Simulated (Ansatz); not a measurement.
# GeH3 (SMILES [GeH3]): UCCSDT(Q)/STO-3G

Aim: the vertical doublet–quartet gap of GeH3 at UCCSDT(Q)/STO-3G, from 2 runs. 

The results are computed with Ansatz 0.2.0.

27 further runs of the same task are left out: 1 that didn't finish, 26 set aside as unsound or not needed.

## (1) The structure to begin with

GeH3: 4 atoms, total charge 0, spin state doublet. SMILES: `[GeH3]`. Geometry: relaxed at PBE0-D4/def2-TZVP.

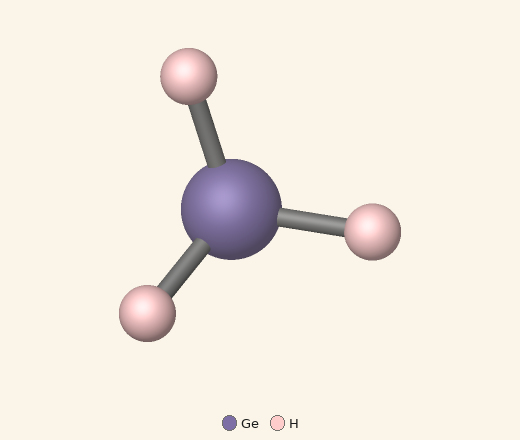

The structure, seen from a chosen angle (germanium purple, hydrogen pink).

## (2) A single-point energy at UCCSDT(Q)/STO-3G

File input.yaml:

```yaml
crystal:
  periodic: [false, false, false]
  atoms:
    - {symbol: Ge, position_ang: [0.214600, -0.125900, -0.249400]}
    - {symbol: H, position_ang: [1.055000, 0.109600, 1.018300]}
    - {symbol: H, position_ang: [-0.882800, -1.175900, -0.000100]}
    - {symbol: H, position_ang: [-0.386800, 1.192200, -0.768800]}
basis:
  gaussian:
    orbitals: STO-3G
accuracy: high
correlation:
  method: ccsdt_q
  frozen_orbitals: {Ge: 9, H: 0}
scf:
  omitted_lower_state_checks: [cluster_reference, increment]
magnetization:
  spin_polarized: true
  initial_magnetization: 1
```

Started as:

```sh
ansatz run input.yaml --threads 1 --pin off --max-ram 2610MiB --events-out events.jsonl --progress --plain --runs-dir runs
```

Output, cut to the lines that bear on the results:

```text
Warning: RAYON_NUM_THREADS=1 ignored (pool sized by the plan → 1); use --threads N
Functional definition: HF
  name "HF"
[...]
263 factors; integrals over basis functions are off by at most 1.2e-8 eV
[...]
mean field -55876.92859105 eV, -2053.4392509786 hartree, gradient 5.5e-8 eV, S^2 0.753568; 0 other end points of the search recorded, 0 dependent functions left out
9 core orbitals not correlated: weight in the atoms' cores, before any rotation towards them, 1.000 or more for the frozen orbitals, at most 0.000 for the correlated occupied ones
reference -55876.92859105 eV, -2053.4392509786 hartree; 9, 8 occupied and 3, 4 virtual orbitals, 263 factors
second order -0.92372870 eV of doubles, -0.00000000 eV of singles
cycle   1  -1.23421204 eV  change   -3.1e-1 eV  update   4.9e-2
[...]
cycle  24  -1.44180135 eV  change  -7.5e-10 eV  update  5.4e-10
perturbative correction -0.00036721 eV, -0.0000134947 hartree
Total energy: -55878.37075961 eV, -2053.4922496956 hartree
Checks for a lower state left out: cluster_reference, increment
```

Run time: 0.97 s. Hardware: 1 thread of Arm Neoverse V1, shared host; peak memory 0.094 GiB.

## (3) The quartet at the same level

File in.yaml:

```yaml
crystal:
  periodic: [false, false, false]
  atoms:
    - {symbol: Ge, position_ang: [0.214600, -0.125900, -0.249400]}
    - {symbol: H, position_ang: [1.055000, 0.109600, 1.018300]}
    - {symbol: H, position_ang: [-0.882800, -1.175900, -0.000100]}
    - {symbol: H, position_ang: [-0.386800, 1.192200, -0.768800]}
basis:
  gaussian: {orbitals: STO-3G}
magnetization: {spin_polarized: true, initial_magnetization: 3}
correlation: {method: ccsdt_q, frozen_orbitals: {Ge: 9, H: 0}}
accuracy: high
scf: {omitted_lower_state_checks: [cluster_reference, increment]}
```

Started as:

```sh
ansatz run in.yaml --threads 1 --pin off --max-ram 2610MiB --events-out events.jsonl --progress --plain --runs-dir runs
```

Output:

```text
Warning: RAYON_NUM_THREADS=1 ignored (pool sized by the plan → 1); use --threads N
[... 13 lines left out ...]
9 core orbitals not correlated: weight in the atoms' cores, before any rotation towards them, 1.000 or more for the frozen orbitals, at most 0.000 for the correlated occupied ones
[... 198 lines left out ...]
Total energy: -55866.54130761 eV, -2053.0575253530 hartree
Checks for a lower state left out: cluster_reference, increment
```

Run time: 2.5 s. Hardware: 1 thread of Arm Neoverse V1, shared host; peak memory 0.09 GiB.

## (4) Outcome

At UCCSDT(Q)/STO-3G, 9 core orbitals frozen:

```
                                            quantity           value
                               doublet: total energy  -2053.49225 Eh
doublet: correlation energy (9 core orbitals frozen)       -53.0 mEh
          doublet: ⟨S²⟩ of the reference determinant           0.754
                              doublet: T1 diagnostic           0.003
                               quartet: total energy  -2053.05753 Eh
quartet: correlation energy (9 core orbitals frozen)       -43.2 mEh
          quartet: ⟨S²⟩ of the reference determinant           3.754
                              quartet: T1 diagnostic           0.045
    vertical energy of the quartet above the doublet       11.829 eV
```

What this shows: At this shape the quartet lies 11.83 eV (1141 kJ/mol) above the doublet. In a minimal basis such a difference can be off by several eV, whatever the method. The T1 diagnostic (quartet) of 0.045 is above the customary mark for such species, so a single reference may not serve.
